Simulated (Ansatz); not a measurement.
# H₂Cl (doublet): correlated methods under varied settings at distance Cl1–H2 along a hydrogen transfer = 1.320 Å

What do other methods and options give for H₂Cl (doublet) at this geometry, and how long do they take?

Program: Ansatz 0.2.0, Gaussian basis. Level of theory: the settings change from run to run. These are calculated values, not measurements.

5 further runs of the same task are left out: 1 for a mislabelled method, 4 that didn't finish.

### 1 The geometry

The geometry derives from fragments relaxed apart (PBE0/def2-TZVP) and kept rigid, so it is no stationary point. A hydrogen atom is moved between rigid fragments.

3 atoms, charge 0, spin multiplicity 2.

Atoms are counted from 1 here; the program's logs count them from 0.

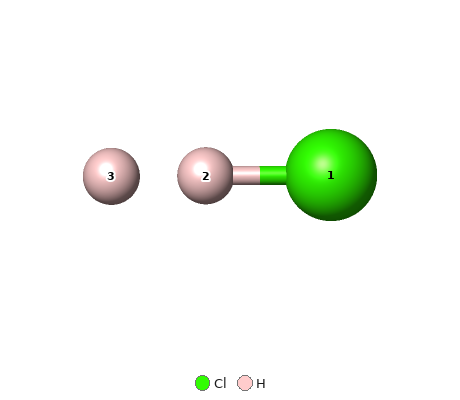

The structure; chlorine green, hydrogen pink; atoms are numbered from 1 in the order of the file.

### 2 CCSD on UHF/aug-cc-pVDZ

in.yaml reads:

```yaml
crystal:
  periodic: [false, false, false]
  atoms:
    - {symbol: Cl, position_ang: [0.000000, 0.000000, -1.211333]}
    - {symbol: H, position_ang: [0.000000, 0.000000, 0.108667]}
    - {symbol: H, position_ang: [0.000000, 0.000000, 1.102667]}
basis:
  gaussian: {orbitals: aug-cc-pVDZ}
magnetization: {spin_polarized: true, initial_magnetization: 1}
correlation: {method: ccsd, electrons: all}
```

Run with:

```console
ansatz run in.yaml --threads 1 --pin off --events-out ev --progress --plain --max-ram 2393MiB
```

Log:

```text
Functional definition: HF
  name "HF"
  cite "Fock, Z. Phys. 61, 126 (1930) doi:10.1007/BF01340294"
  parent pbe
  exchange = exact_x
  correlation = 0
436 factors; integrals over basis functions are off by at most 8.3e-4 eV
mean field evaluation 1: about -12531.8971 eV, gradient 8.2e0 eV
mean field evaluation 2: about -12531.8980 eV, gradient 8.2e0 eV
mean field evaluation 4: about -12532.6435 eV, gradient 1.6e0 eV
mean field evaluation 8: about -12532.6837 eV, gradient 1.3e-3 eV
mean field evaluation 16: about -12532.6822 eV, gradient 1.5e-1 eV
mean field evaluation 32: about -12529.5170 eV, gradient 2.8e0 eV
mean field -12532.68367266 eV, -460.5676300121 hartree, gradient 1.9e-6 eV, S^2 0.770429; 1 other end points of the search recorded, 0 dependent functions left out
determinant -12532.68367266 eV, -460.5676300121 hartree, with singles and doubles -12537.95102916 eV, -460.7612017931 hartree
determinant -12529.56894311 eV, -460.4531658124 hartree, with singles and doubles -12534.83939501 eV, -460.6468513475 hartree
reference -12532.68367266 eV, -460.5676300121 hartree; 10, 9 occupied and 35, 36 virtual orbitals, 436 factors
second order -4.76636881 eV of doubles, -0.00000000 eV of singles
cycle   1  -5.26435875 eV  change   -1.3e-1 eV  update   1.4e-2
cycle   2  -5.27159641 eV  change   -7.2e-3 eV  update   3.8e-3
cycle   3  -5.27295313 eV  change   -1.4e-3 eV  update   1.7e-3
cycle   4  -5.27359091 eV  change   -6.4e-4 eV  update   5.5e-4
cycle   5  -5.27376021 eV  change   -1.7e-4 eV  update   2.3e-4
cycle   6  -5.27384273 eV  change   -8.3e-5 eV  update   9.0e-5
cycle   7  -5.27385656 eV  change   -1.4e-5 eV  update   2.8e-5
cycle   8  -5.27386070 eV  change   -4.1e-6 eV  update   9.6e-6
Total energy: -12537.95753336 eV, -460.7614408183 hartree
```

It took 1.3 s on 1 thread of Arm Neoverse V2, shared host.

From the report: ⟨S²⟩ of the determinant 0.770 (pure doublet: 0.75); correlation -5.2739 eV; T1 0.009; largest double amplitude 0.04.

### 3 CCSDT on ROHF/STO-3G

in.yaml reads:

```yaml
crystal:
  periodic: [false, false, false]
  atoms:
    - {symbol: Cl, position_ang: [0.000000, 0.000000, -1.211333]}
    - {symbol: H, position_ang: [0.000000, 0.000000, 0.108667]}
    - {symbol: H, position_ang: [0.000000, 0.000000, 1.102667]}
basis:
  gaussian: {orbitals: STO-3G}
magnetization: {spin_polarized: false, initial_magnetization: 1}
correlation: {method: ccsdt, electrons: outside_noble_gas}
accuracy: high
scf: {omitted_lower_state_checks: [cluster_reference]}
```

Same command.

Log, shortened:

```text
Functional definition: HF
  name "HF"
  cite "Fock, Z. Phys. 61, 126 (1930) doi:10.1007/BF01340294"
  parent pbe
[...]
161 factors; integrals over basis functions are off by at most 6.0e-8 eV
[...]
mean field -12397.09377229 eV, -455.5847930798 hartree, gradient 5.7e-9 eV, S^2 0.750000; 0 other end points of the search recorded, 0 dependent functions left out
5 core orbitals not correlated: weight in the atoms' cores, before any rotation towards them, 1.000 or more for the frozen orbitals, at most 0.000 for the correlated occupied ones
reference -12397.09377229 eV, -455.5847930798 hartree; 5, 4 occupied and 1, 2 virtual orbitals, 161 factors
second order -0.37394951 eV of doubles, -0.08587248 eV of singles
cycle   1  -0.61116472 eV  change   -1.5e-1 eV  update   3.9e-2
[...]
cycle  16  -0.73037185 eV  change  -3.6e-11 eV  update  6.9e-10
Total energy: -12397.82414414 eV, -455.6116337502 hartree
Checks for a lower state left out: cluster_reference
```

It took 0.18 s on 1 thread of Arm Neoverse V2, shared host.

From the report: correlation -0.7304 eV; T1 0.024; largest double amplitude 0.11.

### 4 NEVPT2(5,8)/def2-SVP

in.yaml reads:

```yaml
crystal:
  periodic: [false, false, false]
  atoms:
    - {symbol: Cl, position_ang: [0.000000, 0.000000, -1.211333]}
    - {symbol: H, position_ang: [0.000000, 0.000000, 0.108667]}
    - {symbol: H, position_ang: [0.000000, 0.000000, 1.102667]}
basis:
  gaussian: {orbitals: def2-SVP}
magnetization: {spin_polarized: false, initial_magnetization: 1}
correlation: {method: sc_nevpt2, electrons: outside_noble_gas, active_space: {window: {electrons: 5, orbitals: 8}, states: [{multiplicity: 2, weights: [1, 1, 1, 1]}]}}
```

The command is unchanged.

Log, shortened:

```text
Functional definition: HF
  name "HF"
  cite "Fock, Z. Phys. 61, 126 (1930) doi:10.1007/BF01340294"
  parent pbe
[...]
409 factors; integrals over basis functions are off by at most 8.8e-8 eV
[...]
mean field -12528.29734375 eV, -460.4064353977 hartree, gradient 1.4e-6 eV, S^2 0.750000; 0 other end points of the search recorded, 0 dependent functions left out
reference -12528.29734375 eV, -460.4064353977 hartree; 10, 9 occupied and 18, 19 virtual orbitals, 409 factors
state -12528.90067040 eV, -460.4286072432 hartree
state -12526.27146376 eV, -460.3319856814 hartree
state -12526.11268590 eV, -460.3261507028 hartree
state -12517.53980969 eV, -460.0111033128 hartree
state -12528.90067040 eV, -460.4286072432 hartree; corrected -12532.49263426 eV, -460.5606094805 hartree
state -12526.27146376 eV, -460.3319856814 hartree; corrected -12529.61200511 eV, -460.4547483116 hartree
state -12526.11268590 eV, -460.3261507028 hartree; corrected -12529.56575768 eV, -460.4530487501 hartree
state -12517.53980969 eV, -460.0111033128 hartree; corrected -12521.01702959 eV, -460.1388887874 hartree
Total energy: -12528.17185666 eV, -460.4018238324 hartree
```

Wall time 7.5 s (1 thread of Arm Neoverse V2, shared host).

From the report: 790 determinants; active occupations (of the averaged states) 1.74, 1.49, 1.47, 0.27, 0.01, 0.01, 0.01, 0.00.

### 5 NEVPT4(SD)(5,7)/6-31G

in.yaml reads:

```yaml
crystal:
  periodic: [false, false, false]
  atoms:
    - {symbol: Cl, position_ang: [0.000000, 0.000000, -1.211333]}
    - {symbol: H, position_ang: [0.000000, 0.000000, 0.108667]}
    - {symbol: H, position_ang: [0.000000, 0.000000, 1.102667]}
basis:
  gaussian: {orbitals: 6-31G}
magnetization: {spin_polarized: false, initial_magnetization: 1}
hamiltonian: {pseudopotentials: {relativity: scalar}}
correlation: {method: fic_nevpt4_sd, electrons: valence, active_space: {window: {electrons: 5, orbitals: 7}}}
accuracy: high
```

Launched as before.

Log:

```text
Functional definition: HF
  name "HF"
  cite "Fock, Z. Phys. 61, 126 (1930) doi:10.1007/BF01340294"
  parent pbe
  exchange = exact_x
  correlation = 0
325 factors; integrals over basis functions are off by at most 3.7e-9 eV
mean field evaluation 1: about -12564.4616 eV, gradient 1.1e1 eV
mean field evaluation 2: about -12564.4731 eV, gradient 1.1e1 eV
mean field evaluation 4: about -12565.0680 eV, gradient 1.4e0 eV
mean field evaluation 8: about -12565.0957 eV, gradient 1.6e-1 eV
mean field evaluation 16: about -12559.3584 eV, gradient 2.7e1 eV
mean field evaluation 32: about -12562.2134 eV, gradient 2.1e0 eV
mean field -12565.09615431 eV, -461.7587667429 hartree, gradient 9.4e-8 eV, S^2 0.750000; 3 other end points of the search recorded, 0 dependent functions left out
reference -12565.09615431 eV, -461.7587667429 hartree; 10, 9 occupied and 7, 8 virtual orbitals, 325 factors
state -12566.13661508 eV, -461.7970029709 hartree
state -12566.13661508 eV, -461.7970029709 hartree; corrected -12566.92930637 eV, -461.8261338384 hartree
Total energy: -12566.92930637 eV, -461.8261338384 hartree
Relativity: scalar
```

Run time: 6 s. Hardware: 1 thread of Arm Neoverse V2, shared host.

From the report: 735 determinants; active occupations 1.99, 1.97, 1.00, 0.03, 0.01, 0.00, 0.00.

### 6 The runs in one table

```tsv
level	correlated	functions	energy (eV)	time
CCSD on UHF/aug-cc-pVDZ	all	45	-12537.9575	1.3 s
CCSDT on ROHF/STO-3G	outside noble gas	11	-12397.8241	0.18 s
NEVPT2(5,8)/def2-SVP (mean of several states)	outside noble gas	28	-12528.1719	7.5 s
NEVPT4(SD)(5,7)/6-31G (relativity set)	valence	17	-12566.9293	6 s
```

### 7 Results

| quantity | value |
| --- | --- |
| runs | 4 |
| quickest | CCSDT on ROHF/STO-3G, 0.18 s |
| slowest | NEVPT2(5,8)/def2-SVP (mean of several states), 7.5 s |

In words: Total energies in different bases, with other cores or another treatment of relativity can't be set against each other. NEVPT2(5,8)/def2-SVP (mean of several states) took 42 times as long as CCSDT on ROHF/STO-3G; the jobs differ in more than the method.
